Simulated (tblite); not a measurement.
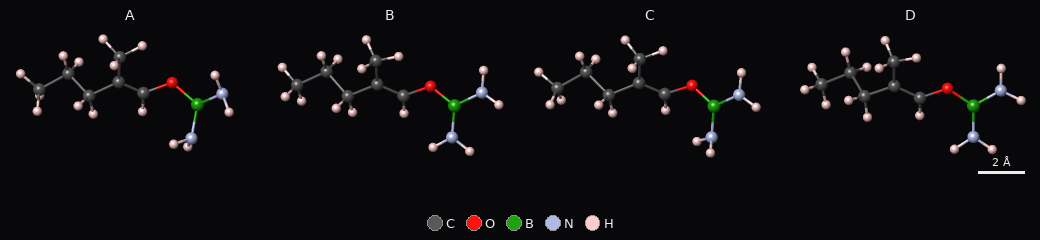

4 geometries from one relaxation of C6H15BN2O, in shuffled order. The picture is a ball-and-stick view, seen at a tilt.

These are results of tblite, GFN2-xTB geometry optimisation, gas phase, not measurements. 

Order the frames from highest to lowest energy.

Answer. A, C, B, D. They are steps 0, 30, 73, 186, at +180.2 kJ/mol, +37.8 kJ/mol, +4.33 kJ/mol relative to the last. After 186 geometry steps the energy has fallen by 180.2 kJ/mol. An H atom moves most after the best rigid fit: 1.88 Å. Largest moves by element: H 1.88 Å, O 0.66 Å, C 0.52 Å, N 0.49 Å, B 0.30 Å. Among the contacts that change: B–N 1.536 → 1.410 Å, B–O 1.499 → 1.379 Å, B–N 1.520 → 1.414 Å, H–N 1.056 → 1.002 Å. Bond angles that change, for instance: B–N–H 108.4° → 124.2°, B–N–H 110.1° → 121.6°, B–N–H 112.3° → 122.8°. Groups turn about C–C by about 40°, C–O by about 20°. Cost: 1.4 s on 1 thread of Arm Neoverse V2, with other jobs on the host.
